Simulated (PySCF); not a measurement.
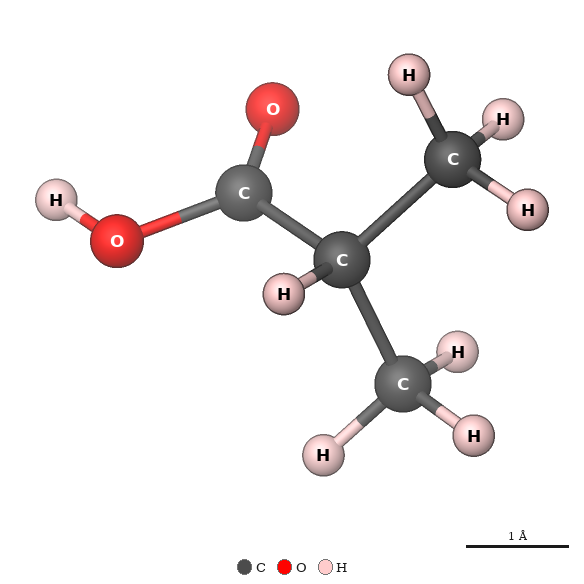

Distant atoms are faded towards the background colour. Computed geometry: GFN2-xTB optimisation. No frequency run is at hand to confirm it as a minimum. Masses are those of the most abundant isotopes; constants are for the rigid equilibrium geometry.

> Classify the rotor and give the rotational constants (cm⁻¹).

An asymmetric top (C1): A = 0.168, B = 0.0967, C = 0.0796 cm⁻¹. Ray's parameter κ is −0.61, nearer the prolate limit.
